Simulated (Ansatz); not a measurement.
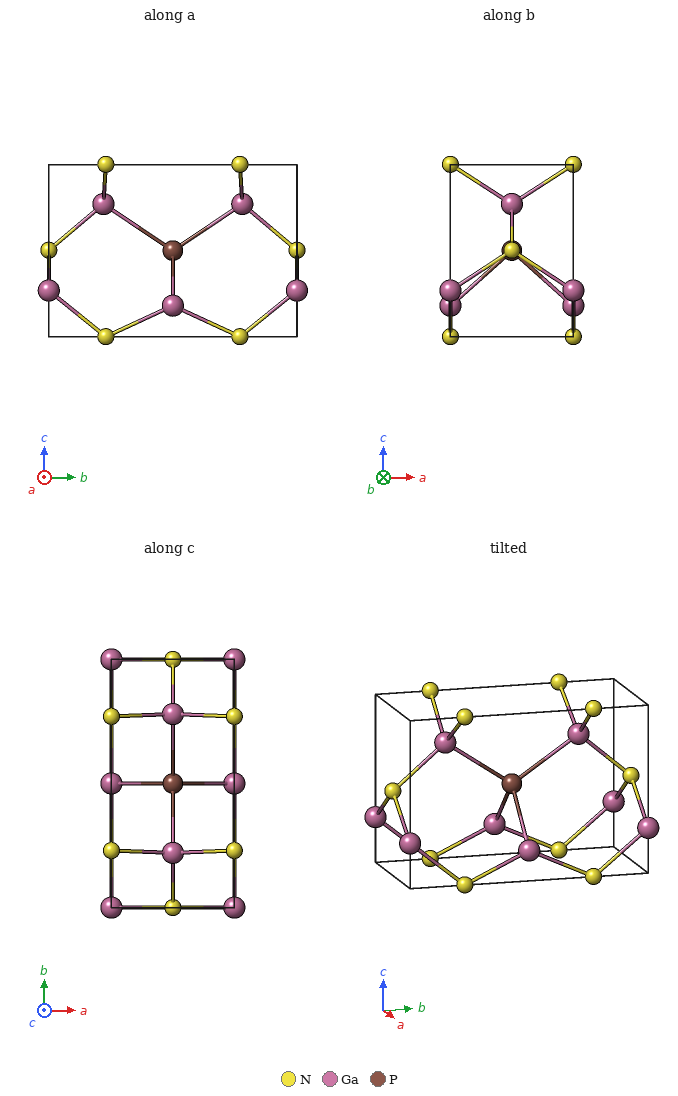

Drawn in the ball-and-stick manner and seen along the a axis, along the b axis, along the c axis and slightly off an axis. The edges of the conventional unit cell are marked.

Lattice parameters: a = 3.346 Å, b = 6.756 Å, c = 4.691 Å, α = 90.00°, β = 90.00°, γ = 90.00°. Put a along x and b in the xy plane.

Transcribe the picture into a POSCAR file, with free fractional coordinates to two decimals.

```
N Ga P
1.0
     3.346    0.000    0.000
     0.000    6.756    0.000
     0.000    0.000    4.691
N Ga P
3 4 1
Direct
  0.00 0.23 0.00
  0.50 0.00 0.50
  0.00 0.77 0.00
  0.50 0.22 0.77
  0.00 0.00 0.27
  0.50 0.78 0.77
  0.00 0.50 0.18
  0.50 0.50 0.50
```

Its origin is a structure type filled with these elements by a generator (whether the compound takes this form wasn't checked). This is the structure after a relaxation with DFT, r2SCAN, plane waves, PAW (Ansatz 0.2.0).
